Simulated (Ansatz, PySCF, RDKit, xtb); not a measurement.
**Solving SiH3O, step by step**

Given the formula SiH3O (odd number of electrons) and nothing else, which arrangement of the atoms is the most stable in the gas at 298.15 K, and what are its properties?

Plan: many cheap relaxations first (GFN2-xTB), then density-functional screening, relaxation at PBE0-D4/def2-TZVP, vibrations and a final energy. The numbers are computed, not measured.

6 further runs of the same task are left out: 6 set aside as unsound or not needed.

## (1) Drawing up candidates

All bonding patterns within simple valence rules are listed by program: one Lewis structure each, at most two rings and one unusual centre or charged pair. O–O, O–halogen and N–halogen bonds and N–N–N chains are not drawn. That gives 2 candidates.

| label | SMILES | spin |
| --- | --- | --- |
| c007 | [O][SiH3] | doublet |
| c992 | O[SiH2] | doublet |

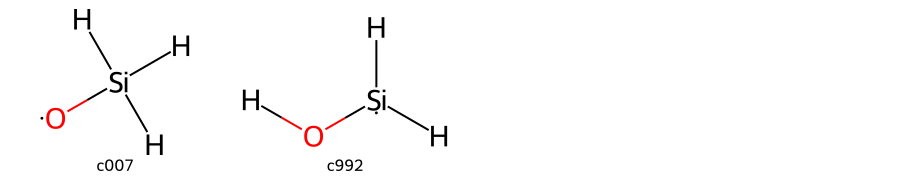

Structural formulas of the candidates.

Candidates are built by distance geometry, with a force field where one applies, in up to four conformers (letters a to d). 16 starts with atoms placed at random are added, to find patterns that the rules miss.

**Question.** With final energies at CCSD(T)/def2-TZVPP, which structure will this search put lowest in free energy, and by what margin?

| quantity | value |
| --- | --- |
| lowest structure found | O[SiH2], doublet, C1 |
| next finalist | [O][SiH3], doublet, 25.9 kcal/mol higher in G |
| share at equilibrium, among the finalists | 100.0 % |
| harmonic wavenumbers, lowest and highest (PBE0-D4/def2-TZVP) | 263 and 3920 cm⁻¹ |
| rotational constants, same geometry | 3.698, 0.5034, 0.4661 cm⁻¹ |
| dipole moment (PBE0/def2-TZVPD) | 1.28 D |
| HOMO energy (highest over α and β) (PBE0/def2-TZVPD) | -5.94 eV |
| LUMO energy (lowest over α and β) (PBE0/def2-TZVPD) | -2.11 eV |
| lowest excitation (TD-PBE0/def2-SVPD) | 4.07 eV (f = 0.021) |
| strongest of the states computed, same level | 5.74 eV (f = 0.102) |
| vertical ionisation energy (to the singlet cation) | 8.41 eV |
| vertical electron affinity | 0.31 eV |
| vertical quartet less doublet | +6.96 eV |

`O[SiH2]` comes out lowest. The margin of 25.9 kcal/mol over the next finalist is beyond the usual error of the last level; it says nothing of structures that weren't ranked. GFN2-xTB, r2SCAN-D4/def2-SVP, PBE0-D4/def2-TZVP, HF/def2-TZVPP and MP2/def2-TZVPP already put its bonding pattern lowest among the structures in one piece; HF/STO-3G favours the doublet [O][SiH3] ‡. The stability test raises a flag; for an open shell a flag towards a general spinor solution can be the free rotation of the spin. Lowest found is not proven lowest: the search is finite, and each finalist counts with one conformer.

‡ marks the bonded skeleton alone, with all bonds drawn single: no Lewis structure was assigned that passes a check against the bond lengths.
